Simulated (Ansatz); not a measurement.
# Geometry relaxation, with input and output: SiN3H7 (part 1 of 2)

- system: SiN3H7, SMILES N[SiH](N)N
- method: RKS PBE0/cc-pVDZ (Ansatz 0.2.0)

It belongs to a series of runs on one base structure; here: end point A relaxed. Figures and captions count atoms from 1; the log counts them from 0 in places.

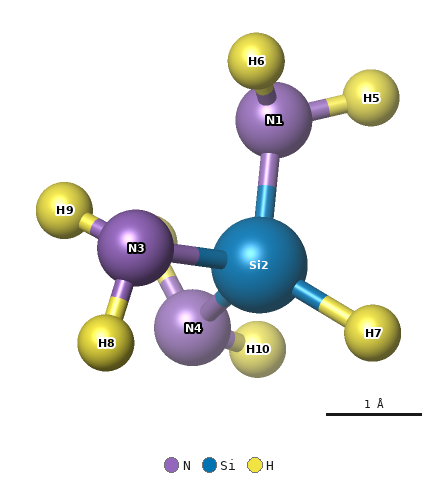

Fig. 1: The structure as given in the input (ball-and-stick view, seen at a tilt; atoms are numbered from 1 in the order of the input). Bond lengths as drawn: H–N 0.97 to 1.10 Å, H–Si 1.49 Å and N–Si 1.60 to 1.65 Å.

### Results in brief

```json
{"quantity": "outcome", "value": "converged"}
{"quantity": "total energy", "value": "−12455.3543 eV"}
{"quantity": "mean-field energy", "value": "−12455.3543 eV"}
{"quantity": "largest force (length of the vector) at the end", "value": "0.011 eV/Å"}
{"quantity": "hardware", "value": "2 threads of AMD EPYC (Zen 3), 16 GiB of memory available, shared host"}
{"quantity": "wall time", "value": "26 s (CPU time 48 s)"}
{"quantity": "peak memory", "value": "0.23 GiB"}
```

### The input
```yaml
crystal:
  periodic: [false, false, false]
  atoms:
    - { symbol: "N", position_ang: [-1.1006, 0.7346, -0.2628] }
    - { symbol: Si, position_ang: [0.4315, 0.3475, -0.0277] }
    - { symbol: "N", position_ang: [0.2808, -0.2969, 1.4802] }
    - { symbol: "N", position_ang: [0.5594, -1.0176, -0.95] }
    - { symbol: H, position_ang: [-1.1799, 1.5977, -0.8833] }
    - { symbol: H, position_ang: [-1.5022, 1.1043, 0.6274] }
    - { symbol: H, position_ang: [1.475, 1.3791, -0.2574] }
    - { symbol: H, position_ang: [1.2277, -0.7591, 1.6825] }
    - { symbol: H, position_ang: [-0.3657, -1.0303, 1.4766] }
    - { symbol: H, position_ang: [0.7297, -0.7738, -1.876] }
    - { symbol: H, position_ang: [-0.4904, -1.3425, -0.989] }
basis:
  gaussian: { orbitals: cc-pVDZ }
hamiltonian:
  xc: pbe0
relax:
  f_tol: 0.015
  max_steps: 40
```

Command:
```bash
ansatz run input.yaml --threads 2 --pin off --max-ram 3072MiB --backend cpu --events-out ev --progress --plain --runs-dir out
```

### What the program printed
```
The last accepted step is kept in [file] (removed where the run ends without a failure and the disk answers)
Engine: ansatz 0.2.0, x86_64-unknown-linux-gnu
Functional definition: PBE0
  parameter a = 0.25
  parameter kappa = 0.804
  parameter beta = 0.06672455060314922
  exchange = (1 - a)*pbe_x(kappa = kappa, mu = beta*pi^2/3) + a*exact_x
  correlation = pbe_c(beta = beta)
1031 factors; integrals over basis functions are off by at most 4.5e-4 eV
mean field evaluation 1: about -12440.1118 eV, gradient 8.2e1 eV
mean field evaluation 2: about -12428.7077 eV, gradient 1.1e2 eV
mean field evaluation 4: about -12453.2317 eV, gradient 2.2e0 eV
mean field evaluation 8: about -12453.2789 eV, gradient 6.3e-2 eV
mean field -12453.27888755 eV, -457.6495579817 hartree, gradient 4.3e-5 eV, S^2 0.000000; 0 other end points of the search recorded, 0 dependent functions left out
the calculation of the forces begins
reference -12453.27891457 eV, -457.6495589749 hartree; 21, 21 occupied and 74, 74 virtual orbitals, 1031 factors
relax step   1: F+E_penalty+E_count = -12453.27888755 eV  Δ(F+E_penalty+E_count) = +0.000e0 eV  max|allowed force component| = 6.445e0 eV/Å  Δτ_max = 0.0000 Å  (25 SCF iters, accepted)
these checks for a lower state are left out or cut short: starts, cluster_reference, orbital_swaps, neighbouring_geometries, increment
1031 factors; integrals over basis functions are off by at most 3.6e-4 eV
mean field evaluation 16: about -12454.5215 eV, gradient 1.0e1 eV
mean field -12454.90396119 eV, -457.7092783367 hartree, gradient 1.9e-5 eV, S^2 0.000000; 0 other end points of the search recorded, 0 dependent functions left out
[... from here on the field's lines of each further geometry are left out, up to the last ...]
relax step   2: F+E_penalty+E_count = -12454.90396119 eV  Δ(F+E_penalty+E_count) = -1.625e0 eV  max|allowed force component| = 2.370e0 eV/Å  Δτ_max = 0.1949 Å  (27 SCF iters, accepted)
relax step   3: F+E_penalty+E_count = -12455.25532749 eV  Δ(F+E_penalty+E_count) = -3.514e-1 eV  max|allowed force component| = 4.658e-1 eV/Å  Δτ_max = 0.1945 Å  (28 SCF iters, accepted)
relax step   4: F+E_penalty+E_count = -12455.30123769 eV  Δ(F+E_penalty+E_count) = -4.591e-2 eV  max|allowed force component| = 3.062e-1 eV/Å  Δτ_max = 0.1020 Å  (28 SCF iters, accepted)
relax step   5: F+E_penalty+E_count = -12455.31381554 eV  Δ(F+E_penalty+E_count) = -1.258e-2 eV  max|allowed force component| = 9.248e-1 eV/Å  Δτ_max = 0.1803 Å  (27 SCF iters, accepted)
relax step   6: F+E_penalty+E_count = -12455.26781090 eV  Δ(F+E_penalty+E_count) = +4.600e-2 eV  max|allowed force component| = 6.526e-1 eV/Å  Δτ_max = 0.2000 Å  (28 SCF iters, rejected (line search))
relax step   7: F+E_penalty+E_count = -12455.33421345 eV  Δ(F+E_penalty+E_count) = -2.040e-2 eV  max|allowed force component| = 4.736e-1 eV/Å  Δτ_max = 0.1000 Å  (27 SCF iters, accepted)
relax step   8: F+E_penalty+E_count = -12455.35007382 eV  Δ(F+E_penalty+E_count) = -1.586e-2 eV  max|allowed force component| = 1.040e-1 eV/Å  Δτ_max = 0.0999 Å  (27 SCF iters, accepted)
relax step   9: F+E_penalty+E_count = -12455.35213828 eV  Δ(F+E_penalty+E_count) = -2.064e-3 eV  max|allowed force component| = 2.938e-2 eV/Å  Δτ_max = 0.0293 Å  (28 SCF iters, accepted)
relax step  10: F+E_penalty+E_count = -12455.35152488 eV  Δ(F+E_penalty+E_count) = +6.134e-4 eV  max|allowed force component| = 4.774e-2 eV/Å  Δτ_max = 0.0883 Å  (27 SCF iters, rejected (line search))
relax step  11: F+E_penalty+E_count = -12455.35337647 eV  Δ(F+E_penalty+E_count) = -1.238e-3 eV  max|allowed force component| = 3.171e-2 eV/Å  Δτ_max = 0.0426 Å  (28 SCF iters, accepted)
relax step  12: F+E_penalty+E_count = -12455.35212666 eV  Δ(F+E_penalty+E_count) = +1.250e-3 eV  max|allowed force component| = 1.306e-1 eV/Å  Δτ_max = 0.0552 Å  (27 SCF iters, rejected (line search))
relax step  13: F+E_penalty+E_count = -12455.35386296 eV  Δ(F+E_penalty+E_count) = -4.865e-4 eV  max|allowed force component| = 1.084e-2 eV/Å  Δτ_max = 0.0274 Å  (28 SCF iters, accepted)
relax step  14: F+E_penalty+E_count = -12455.35413843 eV  Δ(F+E_penalty+E_count) = -2.755e-4 eV  max|allowed force component| = 5.571e-2 eV/Å  Δτ_max = 0.0488 Å  (28 SCF iters, accepted)
relax step  15: F+E_penalty+E_count = -12455.35423114 eV  Δ(F+E_penalty+E_count) = -9.271e-5 eV  max|allowed force component| = 1.639e-2 eV/Å  Δτ_max = 0.0107 Å  (23 SCF iters, accepted)
the calculation of the forces begins
reference -12455.35429299 eV, -457.7258277251 hartree; 21, 21 occupied and 74, 74 virtual orbitals, 1031 factors
relax step  16: F+E_penalty+E_count = -12455.35426403 eV  Δ(F+E_penalty+E_count) = -3.289e-5 eV  max|allowed force component| = 7.763e-3 eV/Å  Δτ_max = 0.0026 Å  (18 SCF iters, accepted)
1031 factors; integrals over basis functions are off by at most 3.1e-4 eV
mean field evaluation 128: about -12455.3543 eV, gradient 2.0e-3 eV
```

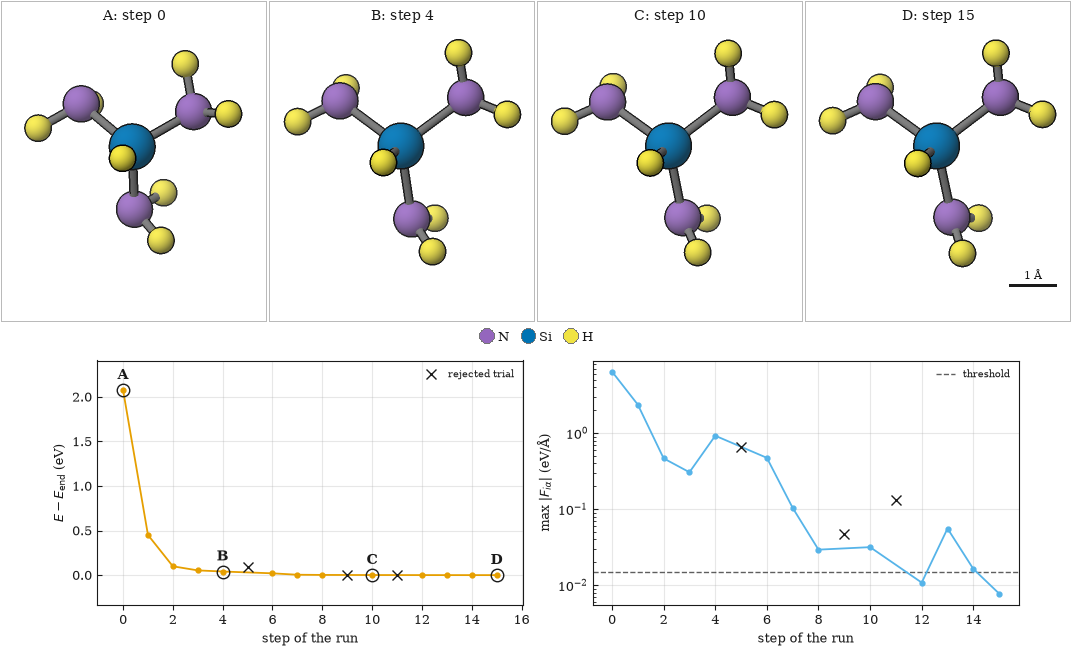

Fig. 2: Frames of the relaxation (ball-and-stick view, seen at a tilt) above the curves, on which the letters mark them (the first geometry is step 0 here and step 1 in the log).

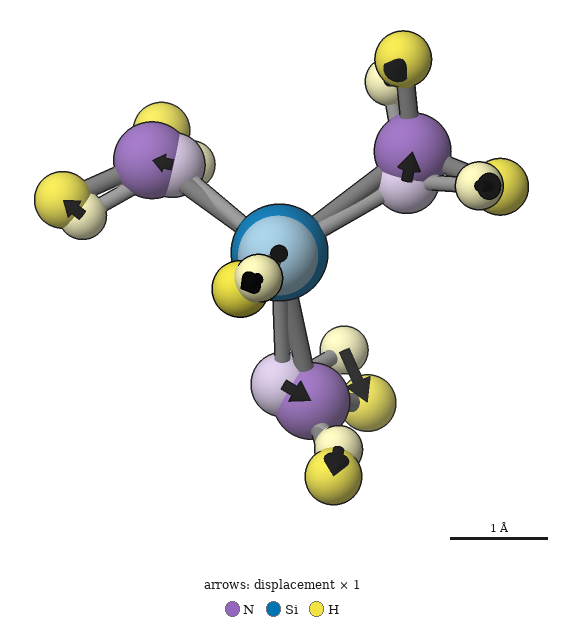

Fig. 3: Start (faint) and end (solid) with the displacements as black arrows, at true length (ball-and-stick view, seen at a tilt). The two geometries are laid on each other by the best rigid fit. H11 moves most after the best rigid fit: 0.60 Å. Largest moves by element: H 0.60 Å, N 0.34 Å, Si 0.17 Å. Among the contacts that change: N1–Si2 1.598 → 1.746 Å, Si2–N3 1.647 → 1.744 Å, Si2–N4 1.652 → 1.745 Å, N4–H11 1.100 → 1.016 Å. Among the angles that change: Si2–N4–H11 101.0° → 118.9°, N3–Si2–N4 101.2° → 118.0°, N3–Si2–H7 118.5° → 105.4°. After 15 geometry steps the energy has fallen by 2.075 eV. The largest force component goes from 6.4 to 0.0078 eV/Å. The line search rejected the trial steps at points 5, 9, 11 (counted from 0) and went back. (Atoms are counted from 1 in the order of the input.)

```
mean field -12455.35426403 eV, -457.7258266607 hartree, gradient 7.8e-5 eV, S^2 0.000000; 1 other end points of the search recorded, 0 dependent functions left out
the calculation of the forces begins
reference -12455.35429299 eV, -457.7258277251 hartree; 21, 21 occupied and 74, 74 virtual orbitals, 1031 factors
Total energy: -12455.35429299 eV, -457.7258277251 hartree
Atom 0 at    -1.259658     0.945377    -0.087309 Å, force     0.000476     0.003195    -0.000657 eV/Å
Atom 1 at     0.323372     0.214329     0.002596 Å, force     0.003591    -0.001930     0.001712 eV/Å
Atom 2 at     0.400062    -0.336568     1.655514 Å, force    -0.002933    -0.000678    -0.002612 eV/Å
Atom 3 at     0.466197    -0.975682    -1.265766 Å, force    -0.005652     0.007763     0.005265 eV/Å
Atom 4 at    -1.537730     1.323640    -0.988450 Å, force     0.000904    -0.001784     0.003648 eV/Å
Atom 5 at    -1.487438     1.614593     0.643741 Å, force     0.000514    -0.003467    -0.003743 eV/Å
Atom 6 at     1.539254     1.078845    -0.186022 Å, force     0.000208     0.000226    -0.001360 eV/Å
Atom 7 at     1.293615    -0.731266     1.938972 Å, force    -0.000038     0.000087    -0.000421 eV/Å
Atom 8 at    -0.339995    -0.975153     1.939155 Å, force     0.000450     0.000251     0.001729 eV/Å
Atom 9 at     1.031779    -0.733049    -2.072805 Å, force     0.001856    -0.000731    -0.002269 eV/Å
Atom 10 at    -0.364158    -1.482067    -1.559125 Å, force     0.000624    -0.002932    -0.001292 eV/Å
Dipole moment:    -0.137358    -0.033926    -0.212786 e Å
```

### Trajectory as extended XYZ (Å, eV, eV/Å), 16 frames, from step=1 to step=16
```
11
Properties=species:S:1:pos:R:3:forces:R:3 step=1 energy=-12453.27889
N    -1.1006    0.7346   -0.2628   -6.4446   5.3363  -1.0554
Si    0.4315    0.3475   -0.0277    3.5976   0.5173   0.2223
N     0.2808   -0.2969    1.4802    4.1075  -0.0370   4.4762
N     0.5594   -1.0176   -0.9500   -1.4866  -3.7757  -1.1696
H    -1.1799    1.5977   -0.8833   -0.3342  -1.4658   0.5569
H    -1.5022    1.1043    0.6274    0.1174  -0.3354  -0.6818
H     1.4750    1.3791   -0.2574    0.3355   0.0334   0.0848
H     1.2277   -0.7591    1.6825   -1.7846   0.6281   0.1475
H    -0.3657   -1.0303    1.4766   -1.3800  -1.5494   0.0538
H     0.7297   -0.7738   -1.8760    0.7059   0.1004  -2.7372
H    -0.4904   -1.3425   -0.9890    2.5662   0.5477   0.1024
11
Properties=species:S:1:pos:R:3:forces:R:3 step=2 energy=-12454.90396
N    -1.1951    0.8414   -0.2314   -2.2234   2.3697  -0.3378
Si    0.3835    0.2933   -0.0231    1.2633  -0.0839  -0.0053
N     0.3421   -0.3010    1.5778    1.2395  -0.3996   1.4122
N     0.5845   -1.0510   -1.0731   -0.6456  -0.9381  -0.9448
H    -1.2683    1.6227   -0.9141   -0.1360  -0.7572   0.3131
H    -1.5501    1.2578    0.6426    0.0485  -0.2110  -0.2908
H     1.4801    1.2905   -0.2366    0.1350  -0.0361   0.0623
H     1.2437   -0.7685    1.7794   -0.5370   0.2837   0.1282
H    -0.3518   -1.0354    1.6578   -0.2895  -0.1919   0.1054
H     0.7855   -0.7779   -2.0278    0.2803  -0.0349  -0.4238
H    -0.3887   -1.4289   -1.1310    0.8649  -0.0008  -0.0186
11
Properties=species:S:1:pos:R:3:forces:R:3 step=3 energy=-12455.25533
N    -1.2599    0.9339   -0.1993   -0.1320   0.1330   0.0896
Si    0.3331    0.2335   -0.0236    0.4658   0.1937  -0.0150
N     0.3892   -0.3072    1.6406   -0.4613  -0.2582  -0.0651
N     0.5857   -1.0666   -1.1816   -0.4151   0.1289  -0.0132
H    -1.3400    1.6319   -0.9379   -0.0562  -0.1213  -0.0359
H    -1.5814    1.3760    0.6615    0.0059   0.0240  -0.0048
H     1.4766    1.1964   -0.2118   -0.0027  -0.0879  -0.0160
H     1.2715   -0.7609    1.8595    0.1674  -0.0285   0.0641
H    -0.3387   -1.0101    1.8182    0.1699   0.2002   0.0780
H     0.8547   -0.7592   -2.1172    0.0680   0.0168   0.0630
H    -0.3255   -1.5248   -1.2879    0.1903  -0.2006  -0.1447
```
